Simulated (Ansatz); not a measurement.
**One shape, several levels: AlH3 (SMILES [H][Al]([H])[H])**

We compute a comparison of 6 runs (B3LYP/3-21G, UPBE/3-21G, wB97X/3-21G, RPA@PBE/3-21G, CCSDT(Q)/3-21G, FCI/3-21G) of AlH3. 

The calculation is run with Ansatz 0.2.0.

61 further runs of the same task are left out: 2 that didn't finish, 59 set aside as unsound or not needed.

## Step 1: The molecule

AlH3 has 4 atoms, charge 0, and is taken as a singlet. As SMILES, `[H][Al]([H])[H]`. The H2–Al1 distance was set to 3.106 Å, away from the relaxed value. At this shape a bond of the SMILES string is far longer than usual.

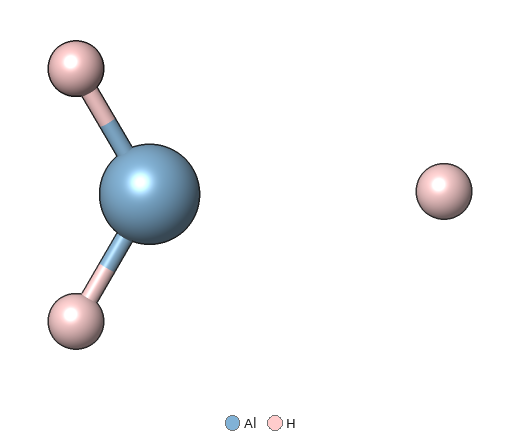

Viewed from a chosen angle; aluminium light blue, hydrogen pink.

## Step 2: A single-point energy at B3LYP/3-21G (run 1)

molecule.yaml

```yaml
basis:
  gaussian: {orbitals: 3-21G.json}
crystal:
  periodic: [false, false, false]
  atoms:
    - symbol: Al
      position_ang: [-1.552714, 0.030481, -0.014570]
    - symbol: H
      position_ang: [1.552650, -0.030520, 0.014610]
    - symbol: H
      position_ang: [-2.302514, 1.390341, -0.033710]
    - symbol: H
      position_ang: [-2.355534, -1.298799, -0.010110]
hamiltonian: {xc: {name: B3LYP}}
accuracy: high
```

The basis set 3-21G is read from a file made from the Basis Set Exchange's data (not shown).

Launch:

```sh
ansatz run molecule.yaml --threads 1 --pin off --max-ram 2610MiB --events-out events.jsonl --progress --plain --runs-dir runs
```

What it wrote:

```text
Warning: RAYON_NUM_THREADS=1 ignored (pool sized by the plan → 1); use --threads N
Functional definition: B3LYP
  name "B3LYP"
  parameter a0 = 0.2
  parameter ax = 0.72
  parameter ac = 0.81
  exchange = (1 - a0 - ax)*slater_x + ax*b88_x + a0*exact_x
  correlation = (1 - ac)*vwn_rpa_c + ac*lyp_c
366 factors; integrals over basis functions are off by at most 3.5e-9 eV
mean field evaluation 1: about -6603.7621 eV, gradient 1.4e1 eV
mean field evaluation 2: about -6598.9532 eV, gradient 2.1e1 eV
mean field evaluation 4: about -6605.2578 eV, gradient 1.8e0 eV
mean field evaluation 8: about -6605.2761 eV, gradient 7.7e-2 eV
mean field evaluation 16: about -6605.2761 eV, gradient 7.7e-8 eV
mean field -6605.27614762 eV, -242.7394212082 hartree, gradient 1.6e-8 eV, S^2 0.000000; 0 other end points of the search recorded, 0 dependent functions left out
reference -6605.27618340 eV, -242.7394225231 hartree; 8, 8 occupied and 11, 11 virtual orbitals, 366 factors
Total energy: -6605.27618340 eV, -242.7394225231 hartree
```

It took 0.62 s on 1 thread of Arm Neoverse V2, shared host.

## Step 3: A single-point energy at UPBE/3-21G (run 2)

run.yaml

```yaml
crystal:
  periodic: [false, false, false]
  atoms:
    - {symbol: Al, position_ang: [-1.552714, 0.030481, -0.014570]}
    - {symbol: H, position_ang: [1.552650, -0.030520, 0.014610]}
    - {symbol: H, position_ang: [-2.302514, 1.390341, -0.033710]}
    - {symbol: H, position_ang: [-2.355534, -1.298799, -0.010110]}
basis:
  gaussian:
    orbitals: 3-21G.json
magnetization:
  spin_polarized: true
  initial_magnetization: 0
hamiltonian:
  xc: {name: PBE}
accuracy: high
```

The basis set 3-21G is read from a file made from the Basis Set Exchange's data (not shown).

Launch:

```sh
ansatz run run.yaml --threads 1 --pin off --max-ram 2610MiB --events-out events.jsonl --progress --plain --runs-dir runs
```

What it wrote:

```text
Warning: RAYON_NUM_THREADS=1 ignored (pool sized by the plan → 1); use --threads N
Functional definition: PBE
  name "PBE"
  parameter kappa = 0.804
  parameter beta = 0.06672455060314922
  exchange = pbe_x(kappa = kappa, mu = beta*pi^2/3)
  correlation = pbe_c(beta = beta)
366 factors; integrals over basis functions are off by at most 3.5e-9 eV
mean field evaluation 1: about -6598.7790 eV, gradient 1.2e1 eV
mean field evaluation 2: about -6591.6035 eV, gradient 1.5e1 eV
mean field evaluation 4: about -6600.3306 eV, gradient 3.8e0 eV
mean field evaluation 8: about -6600.3306 eV, gradient 3.8e0 eV
mean field evaluation 16: about -6600.5530 eV, gradient 2.7e-6 eV
mean field evaluation 32: about -6600.6047 eV, gradient 1.0e-8 eV
mean field -6600.60470081 eV, -242.5677487040 hartree, gradient 4.0e-8 eV, S^2 0.383563; 3 other end points of the search recorded, 0 dependent functions left out
reference -6600.60470433 eV, -242.5677488337 hartree; 8, 8 occupied and 11, 11 virtual orbitals, 366 factors
Total energy: -6600.60470433 eV, -242.5677488337 hartree
```

It took 2.1 s on 1 thread of Arm Neoverse V2, shared host; peak memory 0.11 GiB.

## Step 4: A single-point energy at wB97X/3-21G (run 3)

in.yaml

```yaml
crystal:
  periodic: [false, false, false]
  atoms:
    - {symbol: Al, position_ang: [-1.552714, 0.030481, -0.014570]}
    - {symbol: H, position_ang: [1.552650, -0.030520, 0.014610]}
    - {symbol: H, position_ang: [-2.302514, 1.390341, -0.033710]}
    - {symbol: H, position_ang: [-2.355534, -1.298799, -0.010110]}
basis:
  gaussian:
    orbitals: 3-21G.json
hamiltonian:
  xc: {name: wB97X}
accuracy: high
```

The basis set 3-21G is read from a file made from the Basis Set Exchange's data (not shown).

Launch:

```sh
ansatz run in.yaml --threads 1 --pin off --max-ram 2610MiB --events-out events.jsonl --progress --plain --runs-dir runs
```

What it wrote, shortened:

```text
Warning: RAYON_NUM_THREADS=1 ignored (pool sized by the plan → 1); use --threads N
Functional definition: wB97X
  name "wB97X"
[...]
      + exact_x_lr(omega)
[...]
      + integral(e_c_pw_opposite_spin*poly(b97_u_opposite, 1, cos1, cos2, cos3, cos4))
366 factors; integrals over basis functions are off by at most 3.5e-9 eV
164 factors; integrals over basis functions are off by at most 2.5e-9 eV
[...]
mean field -6603.94405224 eV, -242.6904676058 hartree, gradient 2.1e-8 eV, S^2 0.000000; 0 other end points of the search recorded, 0 dependent functions left out
reference -6603.94404930 eV, -242.6904674978 hartree; 8, 8 occupied and 11, 11 virtual orbitals, 366 factors
Total energy: -6603.94404930 eV, -242.6904674978 hartree
```

Wall time 2.6 s (1 thread of Arm Neoverse V2, shared host); peak memory 0.2 GiB.

Runs 4 to 5 aren't shown in full; the table further down has their settings and results.

## Step 5: The energy at FCI/3-21G (run 6)

molecule.yaml

```yaml
crystal:
  periodic: [false, false, false]
  atoms:
    - {symbol: Al, position_ang: [-1.552714, 0.030481, -0.014570]}
    - {symbol: H, position_ang: [1.552650, -0.030520, 0.014610]}
    - {symbol: H, position_ang: [-2.302514, 1.390341, -0.033710]}
    - {symbol: H, position_ang: [-2.355534, -1.298799, -0.010110]}
basis:
  gaussian:
    orbitals: 3-21G.json
magnetization:
  spin_polarized: false
  initial_magnetization: 0
correlation:
  method: fci
  frozen_orbitals: {Al: 5, H: 0}
accuracy: high
```

The basis set 3-21G is read from a file made from the Basis Set Exchange's data (not shown).

Launch:

```sh
ansatz run molecule.yaml --threads 1 --pin off --max-ram 2610MiB --events-out events.jsonl --progress --plain --runs-dir runs
```

What it wrote, shortened:

```text
Warning: RAYON_NUM_THREADS=1 ignored (pool sized by the plan → 1); use --threads N
Functional definition: HF
  name "HF"
[...]
366 factors; integrals over basis functions are off by at most 3.5e-9 eV
[...]
mean field -6588.94773479 eV, -242.1393631044 hartree, gradient 9.5e-9 eV, S^2 0.000000; 0 other end points of the search recorded, 0 dependent functions left out; unrestricted orbitals would lower it
[...]
unrestricted determinant -6590.21794416 eV, -242.1860424377 hartree, S^2 0.8563
5 core orbitals not correlated: weight in the atoms' cores, before any rotation towards them, 1.000 or more for the frozen orbitals, at most 0.000 for the correlated occupied ones
reference -6588.94773479 eV, -242.1393631044 hartree; 3, 3 occupied and 11, 11 virtual orbitals, 366 factors
state -6591.81126994 eV, -242.2445960800 hartree
Total energy: -6591.81126994 eV, -242.2445960800 hartree
```

Wall time 0.42 s (1 thread of Arm Neoverse V2, shared host).

## Step 6: Overview of the runs

| run | level | frozen core orbitals | energy (Eh) | wall time |
| --- | --- | --- | --- | --- |
| 1 | B3LYP/3-21G | – | -242.739423 | 0.62 s |
| 2 | UPBE/3-21G | – | -242.567749 | 2.1 s |
| 3 | wB97X/3-21G | – | -242.690467 | 2.6 s |
| 4 | RPA@PBE/3-21G | 5 | -242.277480 | 0.89 s |
| 5 | CCSDT(Q)/3-21G | 5 | -242.244566 | 0.2 s |
| 6 | FCI/3-21G | 5 | -242.244596 | 0.42 s |

## Step 7: Outcome

```
                                          quantity          value
                               run 6: total energy  -242.24460 Eh
run 6: correlation energy (5 core orbitals frozen)     -105.2 mEh
```

What this shows: Against full CI in this basis: CCSDT(Q) +0.0 mEh. Totals of different functionals can't be ranked against each other. In runs 4, 5 the log says that unrestricted orbitals would lower the reference, so the values rest on an unstable closed-shell determinant (other closed-shell runs at this shape may share the fault). Spin contamination of the reference: run 2 ⟨S²⟩ = 0.38. All runs together took 6.8 s, the longest 2.6 s.
